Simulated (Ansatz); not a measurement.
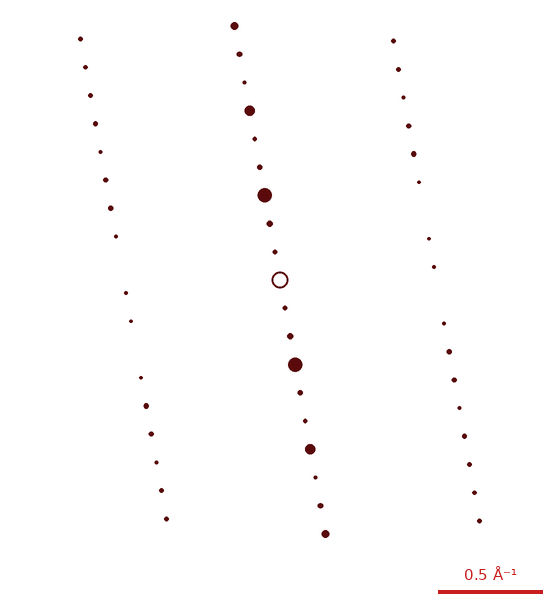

Simulated selected-area electron diffraction pattern (80 kV, kinematic approximation, thin crystal, B = 0.3 Å² for all atoms).

What net do the spots form, and what spacings does it show?

Answer. The spots form a centred rectangular net whose two shortest vectors correspond to d = 7.23 Å and 1.34 Å, 84.7° apart.

What is the point symmetry of the pattern, intensities included?

Answer. 2mm.

What was simulated?

Answer. This cannot be fixed from one zone alone; the pattern is [201] of W3C, space group Cmcm (No. 63), a = 5.556 Å, b = 14.467 Å, c = 2.778 Å. The net vectors are 0 2 0 (weak) and 1 1 -2 (weak). Structure: coordinates from a relaxation with DFT PBE, scalar-relativistic, plane waves, PAW in Ansatz 0.2.0; the starting structure was generated, so it need not be a known form of this composition.
